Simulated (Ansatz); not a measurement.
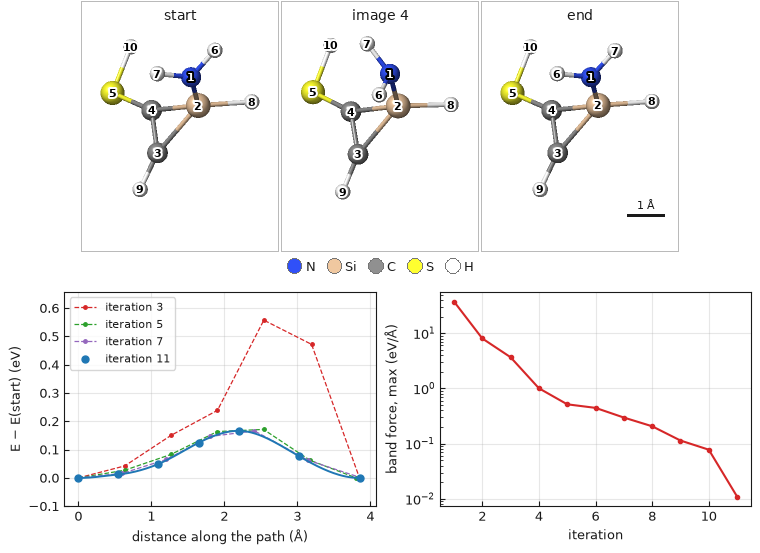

NEB run on C$_{2}$H$_{5}$NSSi. Images are numbered from 0 (start) to 6 (end). The plot follows the band through its iterations. The picture is a ball-and-stick view, seen from a free direction.

Method: RKS PBE-D4/def2-SVP in Ansatz. Run with 5 movable images; climbing image; force threshold 0.03 eV/Å; iteration limit 60; starting path through a guess of the saddle point.

Judge this run.

The result is final at these settings. The band converged in 11 iterations. The largest component of the band force went from 38 to 0.011 eV/Å. The climbing image converged on the top of the path. Its vibrational analysis gives one imaginary mode (260i cm⁻¹), as a transition state must have. The first iteration put the highest image at 7.962 eV. The barrier is about 0.166 eV in both directions, with image 4 at the top; the ends have the same energy.
